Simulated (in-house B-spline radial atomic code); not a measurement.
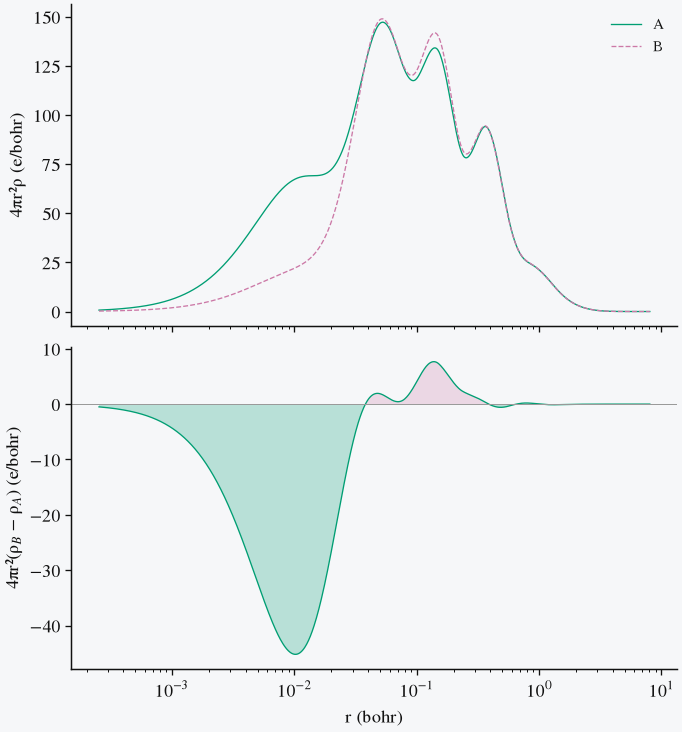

The gold ion Au²⁺ was computed in two configurations: 1s1 2s2 2p6 3s2 3p5 3d10 4s2 4p6 4d10 4f14 5s2 5p6 5d10 6s1 (3p1/2: 1, 3p3/2: 4); 2s2 2p6 3s2 3p6 3d10 4s2 4p6 4d10 4f14 5s2 5p6 5d10 6s1. Computed with an in-house B-spline radial code: Dirac-Coulomb relativistic LDA (MacDonald-Vosko exchange, VWN5), spherical fractional occupations, Fermi nucleus, basis-set limit.

The plot shows both radial densities and the radial density of run B less that of run A; on the logarithmic r axis, areas aren't charges.

### Assign A and B and describe the change of the density.

A is 1s1 2s2 2p6 3s2 3p5 3d10 4s2 4p6 4d10 4f14 5s2 5p6 5d10 6s1 (3p1/2: 1, 3p3/2: 4); B is 2s2 2p6 3s2 3p6 3d10 4s2 4p6 4d10 4f14 5s2 5p6 5d10 6s1. B holds 1.0 electrons more than A where the difference is positive (most at r = 0.14 bohr) and 1.0 electrons fewer where it is negative (most at r = 0.010 bohr), with no net change. The energy of B less that of A is 78.81 keV.
